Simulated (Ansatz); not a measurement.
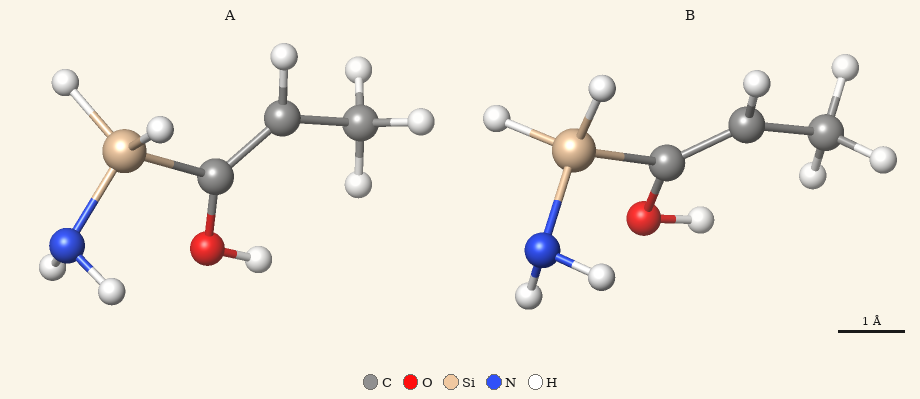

Two geometries of C3H9NOSi, drawn at one scale. One is the start of a relaxation, the other its converged end. A ball-and-stick model, seen from a free direction.

Level of theory: Ansatz, RKS revPBE-D4/STO-3G. Set-up: no spin polarisation; force threshold 0.02 eV/Å; at most 40 steps.

> Which geometry has the lower energy?

Structure B is the relaxed one. The run prepares the start of a later molecular dynamics calculation, from a guessed geometry. The largest move after the best rigid fit is that of an H atom, 0.89 Å. Largest moves by element: H 0.89 Å, O 0.86 Å, N 0.48 Å, C 0.33 Å, Si 0.26 Å. Some distances before and after: C–O 1.301 → 1.427 Å, N–Si 1.706 → 1.810 Å, H–N 1.009 → 1.070 Å, C–H 1.054 → 1.112 Å. Among the angles between lasting bonds that change: C–O–H 112.5° → 103.1°, C–Si–N 106.8° → 114.5°, H–C–H 112.3° → 107.1°. Groups turn about C–Si by about 55°. The energy falls by 23.4 kcal/mol in 24 accepted moves (27 points after the start). The largest force component goes from 5.1 to 0.016 eV/Å. The line search rejected the trial steps at points 14, 15, 22 of the run. The forces were under the threshold at step 6, but the run went on from there.

Limits of the set-up: STO-3G is a minimal basis, so the numbers are rough.
